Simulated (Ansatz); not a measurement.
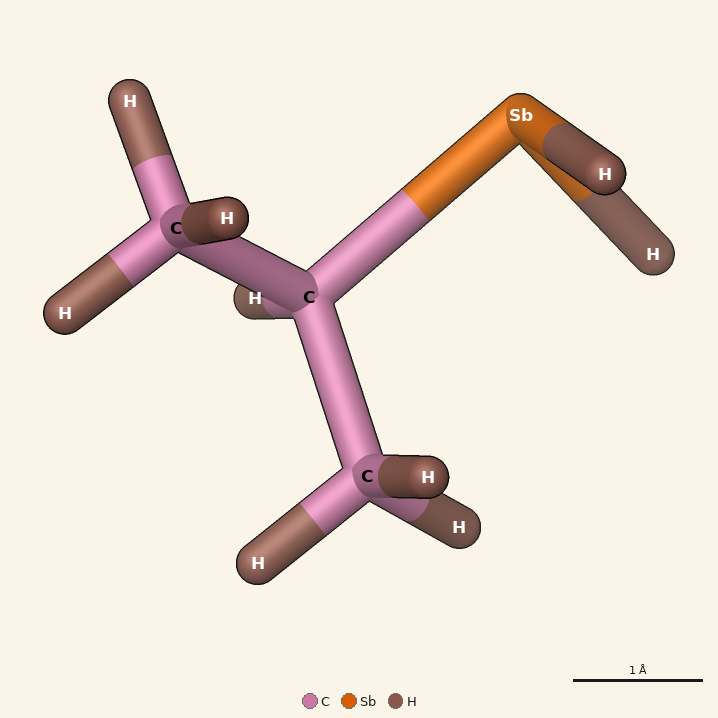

Question: What is the molecular formula?

Answer: C₃H₉Sb, 13 atoms: 3 carbon, 9 hydrogen and 1 antimony.

Question: What is its SMILES?

Answer: C[CH](C)[SbH2]

Question: Count the bonded pairs by element.

Answer: 7 C–H, 2 C–C, 2 Sb–H, 1 C–Sb.

Question: Which point group does it belong to?

Answer: C1.

More results for the same structure follow; atom numbers are the same in all pictures, views and colours differ. Computed geometry: PBE0-D4/def2-TZVP optimisation.

**Electronic properties**

Method: RKS CAM-B3LYP-D4/def2-TZVPP, core potentials on Sb (Ansatz 0.2.0).

Predict the main results.

- HOMO energy (Kohn–Sham orbital): −8.03 eV
- LUMO energy (Kohn–Sham orbital): 0.67 eV
- HOMO–LUMO gap: 8.71 eV
- dispersion correction: −24.1 kJ/mol

**Vibrations**

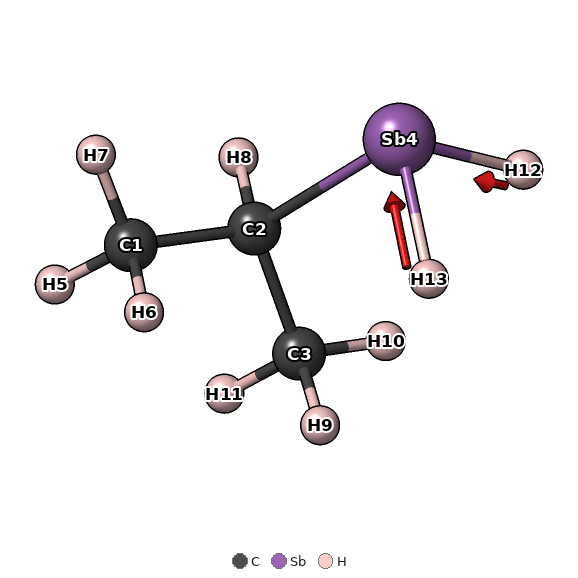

The arrows show one normal mode. Harmonic vibrations computed with RKS PBE0-D4/def2-TZVP, core potentials on Sb (Ansatz 0.2.0) at a stationary point of the same level.

Question: What kind of motion is it?

Answer: Mostly in-phase stretching of 2 Sb–H bonds.

Question: At what wavenumber does it lie?

Answer: 1945 cm⁻¹; it is mode 25 of 33 counted from the lowest.

**Charges**

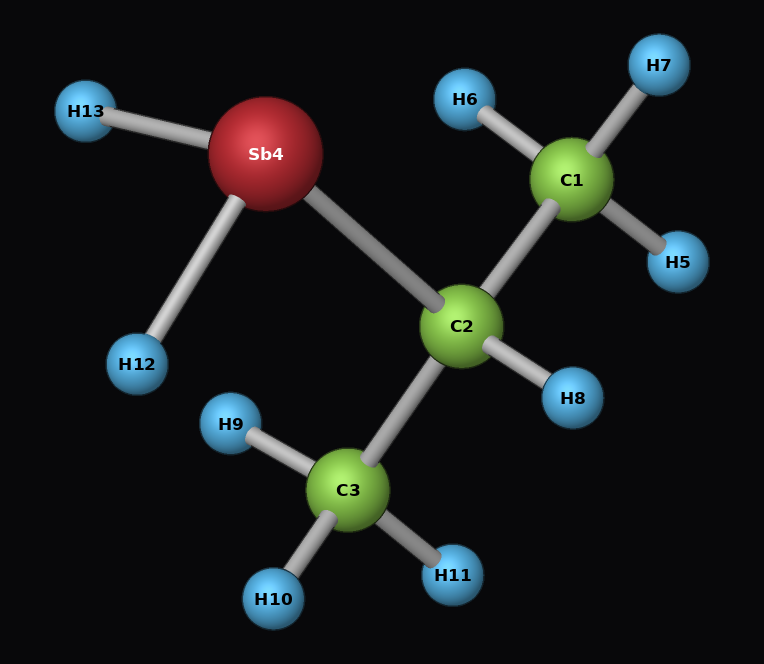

The questions are on Mulliken charges. Method: RKS r2SCAN-D4/def2-TZVPP, core potentials on Sb (Ansatz 0.2.0).

Question: Which atom carries the highest charge (most positive or least negative)?

Answer: Sb4 (0.34 e).

Question: And the lowest?

Answer: C1 (−0.17 e).

List the Mulliken charges.

| atom | value (e) |
| --- | --- |
| C1 | −0.17 |
| C2 | −0.13 |
| C3 | −0.15 |
| Sb4 | 0.34 |
| H5 | 0.04 |
| H6 | 0.05 |
| H7 | 0.06 |
| H8 | 0.04 |
| H9 | 0.05 |
| H10 | 0.06 |
| H11 | 0.04 |
| H12 | −0.12 |
| H13 | −0.12 |

Mulliken values depend strongly on the basis set and can even reverse the polarity of a bond.
